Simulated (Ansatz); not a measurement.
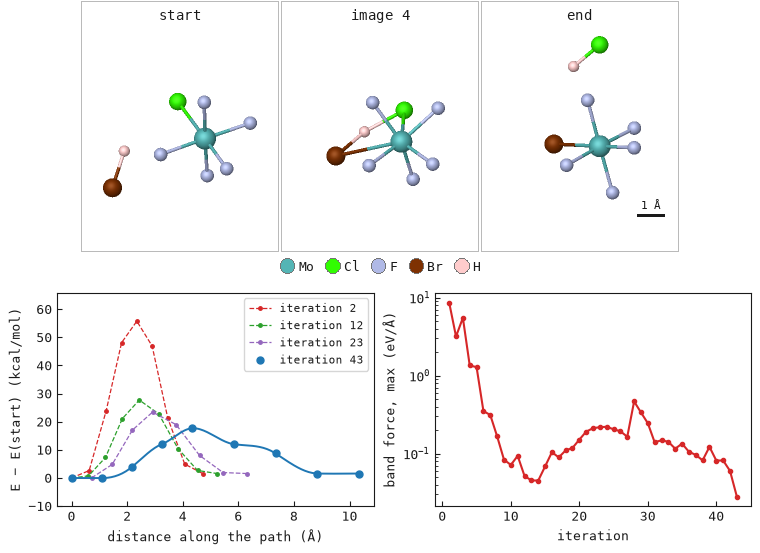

NEB run on MoHBrClF₅, made up at the start of MoClF$_{5}$ and HBr. Images are numbered from 0 (start) to 8 (end). The plot follows the band through its iterations. A ball-and-stick model, seen from a free direction.

Theory: RKS PBE/def2-SVP (Ansatz). Settings: 7 movable images; climbing image; force threshold 0.05 eV/Å; iteration limit 60; starting path by straight interpolation.

How did the profile develop, and is the result final?

The run is converged, with reservations. The band converged in 43 iterations. The largest component of the band force went from 8.6 to 0.028 eV/Å. The climbing image converged on the top of the path. Its curvatures weren't checked. The straight starting path can push atoms close together and costs iterations. The first iteration put the highest image at 113.8 kcal/mol. Forward barrier 17.7 kcal/mol, backward barrier 16.1 kcal/mol, with image 4 at the top; the reaction energy is +1.6 kcal/mol.

Limits of the set-up: the start holds two separate molecules, 2.9 Å apart at their closest, whose relative position is a soft coordinate and is computed without a dispersion correction.
